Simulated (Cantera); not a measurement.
A closed system holds: 1 mol SiC, 0.042 mol CO2, 2.1 mol N2, 1.4 mol H2O, equilibrated at 0.550 bar.

Cantera equilibrium calculation (NASA polynomials, part measured and part estimated; ideal gas, pure solids and liquids). Candidate condensed phases: C, C6H6, C7H8, C8H18, H2O, Si, SiC, SiO2, Si2N2O, Si3N4; 151 gas species. Mutual solubility and eutectic melting of coexisting phases are not modelled. The tables' values for SiN are old estimates; treat these amounts as uncertain. Gases not in the tables: Si2H6 and higher silanes. The numbers say what is thermodynamically allowed, not how fast it happens.

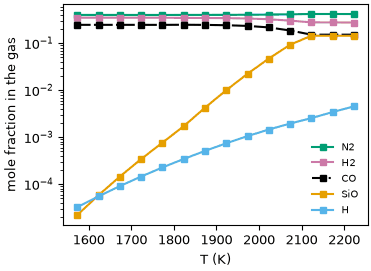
Figure. Equilibrium gas composition (values under 1e-9 drawn at 1e-9)

**Question.** Read off the mole fractions at 2173 K.

**Answer.** N2 about 0.42, H2 about 0.28, CO about 0.15, SiO about 0.14, H about 0.0034.
